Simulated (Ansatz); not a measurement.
## Electronic structure of CH$_{5}$As in real space

```xyz
7

C    -0.0622   -0.7581   -0.2571
As    0.7294    0.8186    0.6716
H    -0.2505   -1.5441    0.4865
H     0.6672   -1.1384   -0.9846
H    -0.9983   -0.5167   -0.7746
H    -0.5794    1.2847    1.3150
H     0.5550    1.7860   -0.5023
```

Method: RKS B3LYP-D4/def2-SVPD (Ansatz).

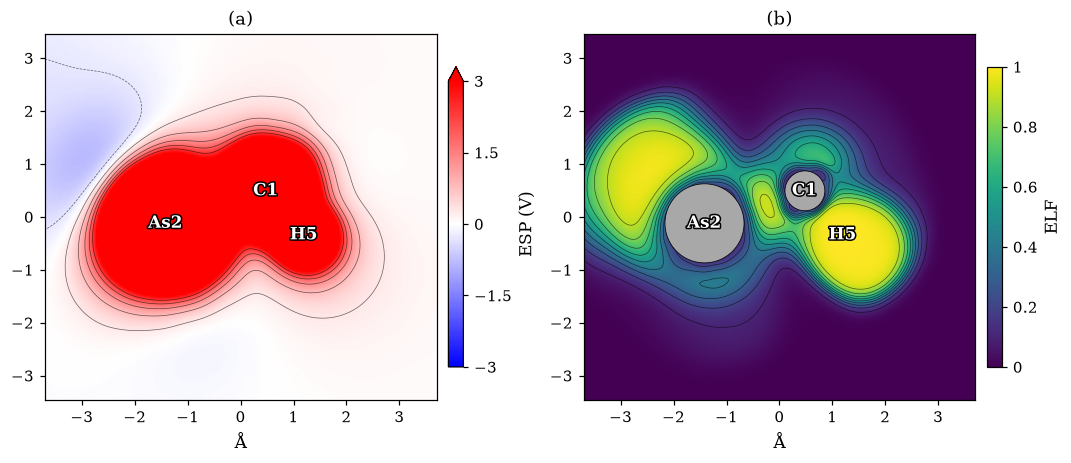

Figure 1. (a) molecular electrostatic potential; (b) ELF on the plane of atoms As2, C1 and H5. Grey discs cover the atomic cores in the ELF map.

Q: Describe what can be read from this map.

A: The plane passes through C, As and H nuclei. C–As (1.99 Å): the ELF peaks at about 0.90 between the atoms; localised, covalent bonding. C–H (1.10 Å): the ELF climbs to about 1 towards the hydrogen, as it does in any bond to H: an ordinary covalent bond to hydrogen. The ELF also peaks beside As2, away from the bonds: lone-pair regions. Outside the dense part of the molecule the potential is most negative (−0.8 V) near As2.

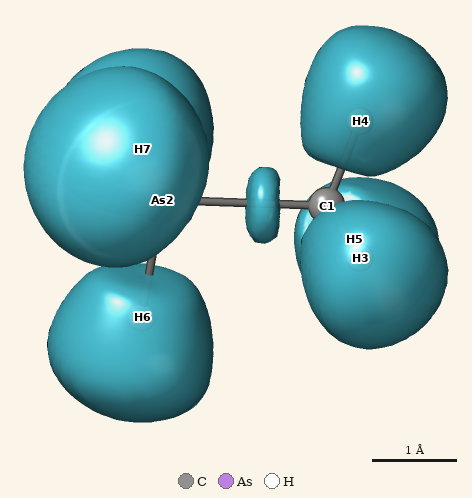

Figure 2. Isosurface of the ELF at 0.8 (cyan), seen at a tilt. Core shells and regions of very low density are left out.

Q: What do the ELF domains correspond to?

A: The ELF exceeds this value in one region between bonded As–C atoms (shared pairs), five regions around hydrogen nuclei and one lobe on As, pointing away from the bonds (lone pairs).

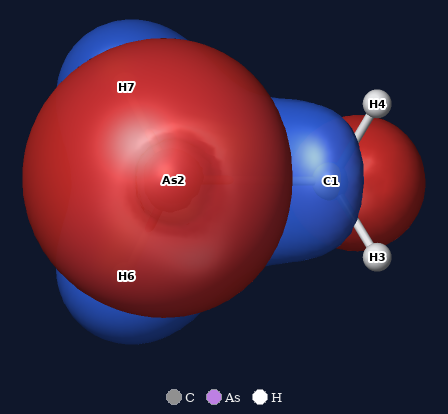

Figure 3. The HOMO at ±0.08 Å⁻³ᐟ² (blue and red are the two phases), seen across its widest extent.

Q: Describe this orbital and give its energy.

A: Its weight (Hirshfeld) is mainly on As2 (about 70 %), C1 (about 10 %), H7 (about 5 %) and H6 (about 5 %); largely a lone pair of As2. Its energy is −7.06 eV.

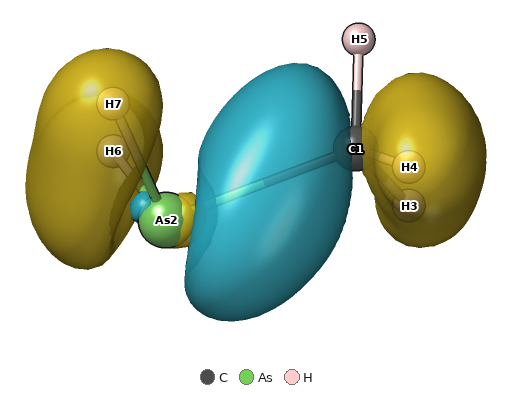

Figure 4. The HOMO−1 at ±0.15 Å⁻³ᐟ² (yellow and cyan are the two phases), seen from one side.

Q: Where does this orbital lie, and at what energy?

A: It lies mainly on As2 (about 40 %), C1 (about 35 %), H7 (about 10 %) and H6 (about 10 %). Its energy is −9.22 eV.
